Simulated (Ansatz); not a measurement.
Sr$_{2}$Ge$_{2}$As (5 atoms in the cell), run with Ansatz.

```
crystal:
  lattice:
    - [4.2750104896, 0.0, 0.0]
    - [-2.1375052448, 3.7022676854, 0.0]
    - [0.0, 0.0, 9.4451618486]
  atoms:
    - { symbol: Sr, position: [0.3333333333, 0.6666666667, 0.1898862512] }
    - { symbol: Sr, position: [0.6666666667, 0.3333333333, 0.8101137488] }
    - { symbol: Ge, position: [0.3333333333, 0.6666666667, 0.5522402915] }
    - { symbol: Ge, position: [0.6666666667, 0.3333333333, 0.4477597085] }
    - { symbol: As, position: [0.0, 0.0, 0.0] }
basis:
  ecutwfc: 420
kpoints:
  mp_grid: { grid: [1, 1, 1] }
hamiltonian:
  xc: pbe
scf:
  occupations: { method: fermi_dirac, width: 0.15 }
  max_iter: 75
output:
  forces: true
  eigenvalues: true
  stress: true
```

Run as:
```bash
ansatz run input.yaml --threads 1 --pin off --max-ram 3072MiB --backend cpu --events-out ev --progress --plain --runs-dir out
```

Q: How does the iteration go?

A: Converged, in 11 iterations. The residual falls at every step. From the first spectrum the program read the system as an insulator and chose the LDOS preconditioner. The input holds a fault (one k-point for a small cell). The SCF closed all the same, which doesn't make the results meaningful for the real system.

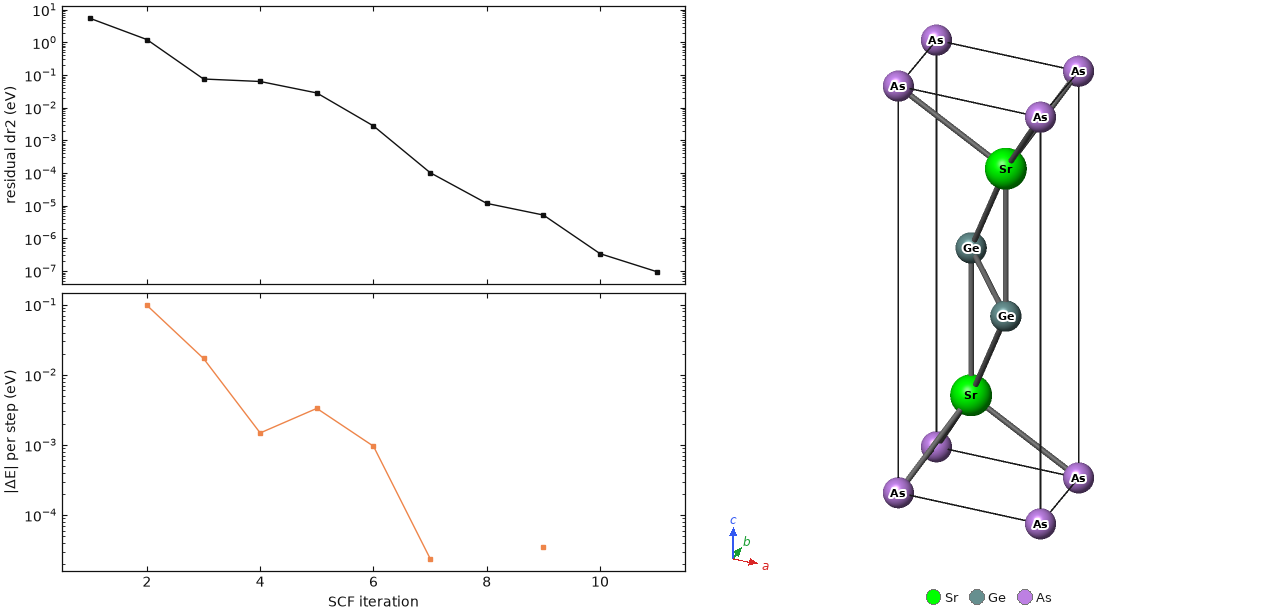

Beside the plot: the structure in its conventional cell.

SCF iterations of a calculation: density residual dr2, step-to-step change of the Harris–Foulkes energy. Energy differences below 3 × 10⁻⁶ eV aren't drawn. The starting density is a sum of atomic densities corrected by a trained network.
